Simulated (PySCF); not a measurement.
# Pb2O(OH)2: other functionals and bases at one geometry

How far do other levels of theory move the description of Pb2O(OH)2, and what does each cost? The species was built from a template and needn't be a known compound.

The runs use PySCF 2.14.0; several levels, as the steps say, no spin–orbit coupling.

4 further runs of the same task are left out: 2 for a known fault of the program, 2 that didn't finish.

### 1 The starting structure

7 atoms, charge 0, spin multiplicity 1.

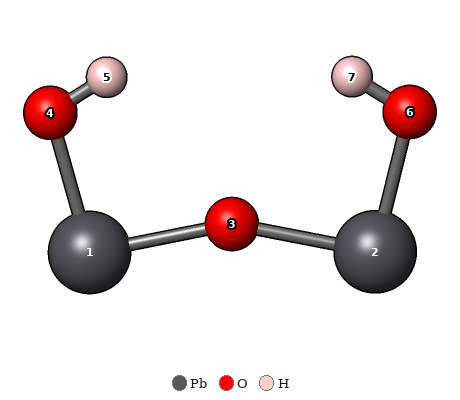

The structure; lead dark grey, oxygen red, hydrogen pink; atoms are numbered from 1 in the order of the file.

As a file:

```xyz
7

Pb   -1.2723    0.0000    2.0503
Pb   -1.2723    0.0000   -2.0503
O    -0.8632    0.0000    0.0000
O     0.7657    0.0000    2.5790
H     1.2829    0.0000    1.7617
O     0.7657    0.0000   -2.5790
H     1.2829    0.0000   -1.7617
```

Formal oxidation states: Pb +2. An earlier session relaxed this geometry at PBE0, Pb def2-SVP with ECP60, O def2-SVP, H def2-SVP (singlet, point group C2v).

At PBE0 on the finer grid: E = -612.257491 Eh, HOMO -6.81 eV, LUMO -2.02 eV, Mulliken charge on Pb1 +0.75 e, largest force component 0.023 eV/Å. 

Levels to run: HF; CAM-B3LYP; TPSS; r2SCAN; PBE0, TZVP; PBE0, x2c-SVP. Hardware: 2 threads of Arm Neoverse V2, shared host.

### 2 HF

run.py (the lines that set the calculation)

```python
mol = gto.M(atom='''
Pb    -1.27228     0.00000     2.05026
Pb    -1.27228     0.00000    -2.05026
O     -0.86316     0.00000     0.00000
O      0.76570     0.00000     2.57901
H      1.28286     0.00000     1.76166
O      0.76570     0.00000    -2.57901
H      1.28286     0.00000    -1.76166''',
    basis={'Pb': 'def2-SVP', 'O': 'def2-SVP', 'H': 'def2-SVP'},
    ecp={'Pb': 'def2-SVP'},
    charge=0, spin=0)
mf = scf.RHF(mol)
mf = mf.density_fit()  # fitting sets: Pb def2-universal-JKFIT, O def2-universal-JKFIT, H def2-universal-JKFIT
mf.conv_tol = 1e-08; mf.max_cycle = 55
mf.kernel(dm0)  # dm0: the density of the relaxed state
```

Run with:

```sh
$ OMP_NUM_THREADS=2 python run.py
```

### 3 CAM-B3LYP

Edit run.py (the lines that set the calculation) of step 2 so:

```diff
@@ -11,3 +11,4 @@
     charge=0, spin=0)
-mf = scf.RHF(mol)
+mf = dft.RKS(mol, xc='CAMB3LYP')
+mf.grids.atom_grid = (75, 302)
 mf = mf.density_fit()  # fitting sets: Pb def2-universal-JKFIT, O def2-universal-JKFIT, H def2-universal-JKFIT
```

### 4 TPSS

Edit run.py (the lines that set the calculation) of step 3 so:

```diff
@@ -11,3 +11,3 @@
     charge=0, spin=0)
-mf = dft.RKS(mol, xc='CAMB3LYP')
+mf = dft.RKS(mol, xc='TPSS')
 mf.grids.atom_grid = (75, 302)
```

### 5 r2SCAN

Edit run.py (the lines that set the calculation) of step 4 so:

```diff
@@ -11,3 +11,3 @@
     charge=0, spin=0)
-mf = dft.RKS(mol, xc='TPSS')
+mf = dft.RKS(mol, xc='R2SCAN')
 mf.grids.atom_grid = (75, 302)
```

### 6 PBE0, TZVP

Basis: Pb def2-TZVP with ECP60, O def2-TZVP, H def2-TZVP. 

Edit run.py (the lines that set the calculation) of step 5 so:

```diff
@@ -8,6 +8,6 @@
 H      1.28286     0.00000    -1.76166''',
-    basis={'Pb': 'def2-SVP', 'O': 'def2-SVP', 'H': 'def2-SVP'},
-    ecp={'Pb': 'def2-SVP'},
+    basis={'Pb': 'def2-TZVP', 'O': 'def2-TZVP', 'H': 'def2-TZVP'},
+    ecp={'Pb': 'def2-TZVP'},
     charge=0, spin=0)
-mf = dft.RKS(mol, xc='R2SCAN')
+mf = dft.RKS(mol, xc='PBE0')
 mf.grids.atom_grid = (75, 302)
@@ -15,2 +15,2 @@
 mf.conv_tol = 1e-08; mf.max_cycle = 55
-mf.kernel(dm0)  # dm0: the density of the relaxed state
+mf.kernel(dm0)  # dm0: free metal ions and neutral atoms
```

### 7 PBE0, x2c-SVP

Basis: Pb x2c-SVPall, O x2c-SVPall, H x2c-SVPall. All electrons are treated, with the spin-free X2C Hamiltonian.

run.py (the lines that set the calculation)

```python
mol = gto.M(atom='''
Pb    -1.27228     0.00000     2.05026
Pb    -1.27228     0.00000    -2.05026
O     -0.86316     0.00000     0.00000
O      0.76570     0.00000     2.57901
H      1.28286     0.00000     1.76166
O      0.76570     0.00000    -2.57901
H      1.28286     0.00000    -1.76166''',
    basis={'Pb': 'x2c-SVPall', 'O': 'x2c-SVPall', 'H': 'x2c-SVPall'},
    nucmod='G',
    charge=0, spin=0)
mf = dft.RKS(mol, xc='PBE0')
mf.grids.atom_grid = (99, 590)
mf = mf.density_fit()  # fitting sets: Pb AutoAux, O AutoAux, H AutoAux
mf = mf.sfx2c1e()
mf.conv_tol = 1e-08; mf.max_cycle = 55
mf.kernel(dm0)  # dm0: free metal ions and neutral atoms
```

What does the calculation give? Wanted: for each run, HOMO; gap; charge on Pb1; dipole; largest force.

The runs gave:

| level | state | HOMO (eV) | gap (eV) | charge on Pb1 (e) | dipole (D) | largest force (eV/Å) | basis functions | time |
| --- | --- | --- | --- | --- | --- | --- | --- | --- |
| PBE0 (relaxed here) | singlet | -6.81 | 4.79 | 0.75 | 4.40 | 0.02 | 104 | 14 s |
| HF | singlet | -9.85 | 10.46 | 1.04 | 5.63 | 1.19 | 104 | 2.5 s |
| CAM-B3LYP | singlet | -8.11 | 6.95 | 0.74 | 4.48 | 0.24 | 104 | 6.2 s |
| TPSS | singlet | -5.54 | 2.97 | 0.67 | 3.78 | 0.61 | 104 | 7.1 s |
| r2SCAN | singlet | -5.76 | 3.19 | 0.73 | 4.02 | 0.19 | 104 | 6.8 s |
| PBE0, TZVP | singlet | -7.03 | 4.89 | 0.82 | 5.02 | 0.44 | 205 | 17 s |
| PBE0, x2c-SVP | singlet | -6.84 | 4.80 | 0.77 | 4.36 | 0.34 | 176 | 67 s |

Times are on 2 threads of Arm Neoverse V2, shared host; the first row also made further properties.

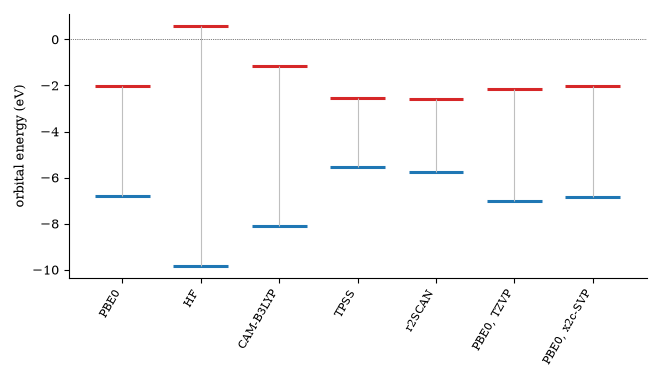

Highest filled and lowest empty level, method by method.

In one basis the HOMO–LUMO gap runs from 2.97 eV (TPSS) to 10.46 eV (HF). The largest leftover force, 1.19 eV/Å with HF, stands at a geometry relaxed at another level. The Mulliken charge on Pb spans +0.67 to +1.04 e over the levels. Total energies of different levels can't be compared. Spin–orbit coupling is left out throughout.
